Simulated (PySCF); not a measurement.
**C8H6ClN (SMILES Clc1ccc2cccn2c1): density, localisation and related maps**

```yaml
atoms:
  - { symbol: Cl, position_ang: [3.5154, -1.4741, 0.2947] }
  - { symbol: C, position_ang: [2.0180, -0.6272, 0.1261] }
  - { symbol: C, position_ang: [2.0332, 0.7611, -0.1499] }
  - { symbol: C, position_ang: [0.8468, 1.4211, -0.2806] }
  - { symbol: C, position_ang: [-0.3673, 0.7280, -0.1441] }
  - { symbol: C, position_ang: [-1.7029, 1.0964, -0.2192] }
  - { symbol: C, position_ang: [-2.4616, -0.0524, 0.0063] }
  - { symbol: C, position_ang: [-1.5955, -1.1057, 0.2164] }
  - { symbol: N, position_ang: [-0.3301, -0.6430, 0.1277] }
  - { symbol: C, position_ang: [0.8476, -1.3077, 0.2609] }
  - { symbol: H, position_ang: [2.9776, 1.2689, -0.2512] }
  - { symbol: H, position_ang: [0.8156, 2.4782, -0.4902] }
  - { symbol: H, position_ang: [-2.0709, 2.0830, -0.4154] }
  - { symbol: H, position_ang: [-3.5321, -0.1154, 0.0161] }
  - { symbol: H, position_ang: [-1.8034, -2.1375, 0.4196] }
  - { symbol: H, position_ang: [0.8021, -2.3649, 0.4713] }
```

Geometry: GFN2-xTB.

Method: PBE0/pcSseg-1, SCF density, gas phase, non-relativistic in PySCF.

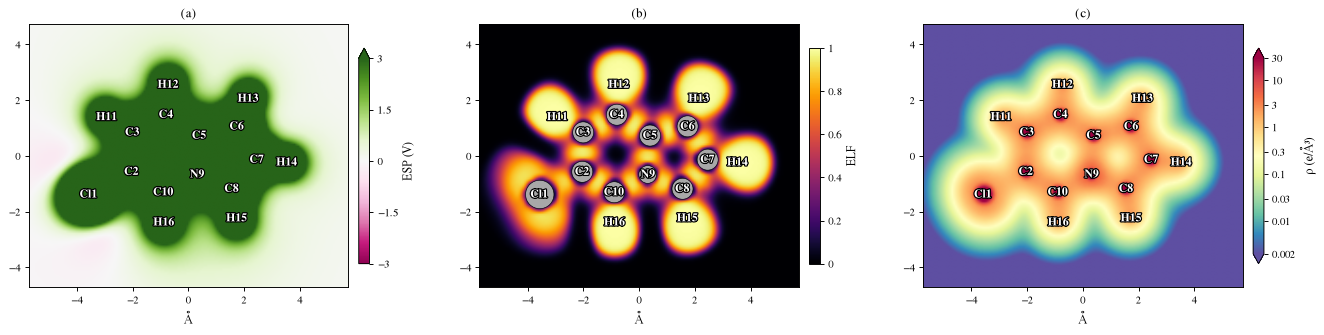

Figure 1. (a) electrostatic potential; (b) electron localisation function; (c) electron density on the molecular plane. Grey discs cover the atomic cores in the ELF map.

Q: What do the fields say about this system?

A: The plane passes through Cl, C, N and H nuclei.
C–N (1.35 Å): ρ at the midpoint is about 2.3 e/Å³; the ELF peaks at about 0.90 between the atoms (a covalent bond).
C–C (1.36 Å): ρ is about 2.2 e/Å³ halfway; the ELF peaks at about 0.95 between the atoms; a covalent bond.
C–Cl (1.73 Å): ρ at the midpoint is about 1.5 e/Å³; the ELF peaks at about 0.90 between the atoms (a shared electron pair).
C–H (1.07 Å): ρ at the midpoint is about 2 e/Å³; the ELF climbs to about 1 towards the hydrogen, as it does in any bond to H (an ordinary covalent bond to hydrogen).
C–N (1.40 Å): ρ is about 2.2 e/Å³ halfway; the ELF peaks at about 0.95 between the atoms (a covalent bond).
The ELF also peaks beside Cl1, away from the bonds: lone-pair regions.
Outside the dense part of the molecule the potential is most negative (−0.4 V) near Cl1.

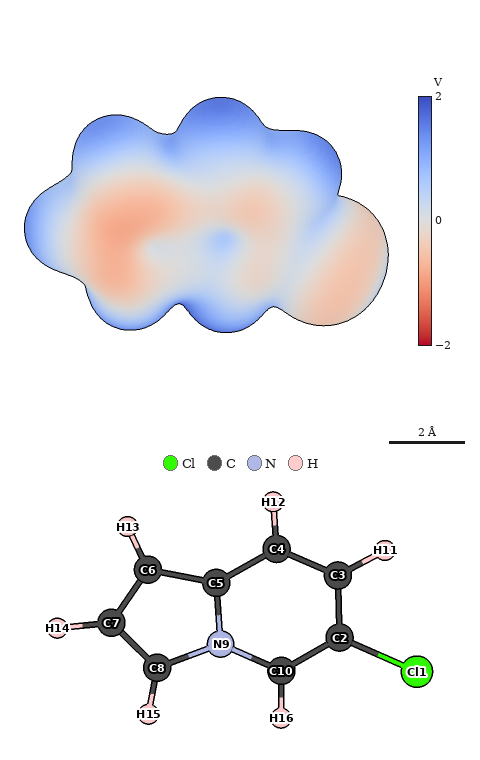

Figure 2. The electrostatic potential painted on the density surface at 0.004 e/bohr³, seen at a tilt; red is negative and blue positive. The bare structure is drawn below in the same view.

Q: Describe the electrostatic potential map.

A: The most negative region (about −0.8 V) lies over the π face of C6 and C7, the most positive (about +1.9 V) over H16. Cl1 shows a σ-hole: about +0.9 V at the tip opposite its bond, against about −0.4 V on its flanks.

Q: What dipole moment does the calculation give?

A: Its dipole moment is 0.89 D.
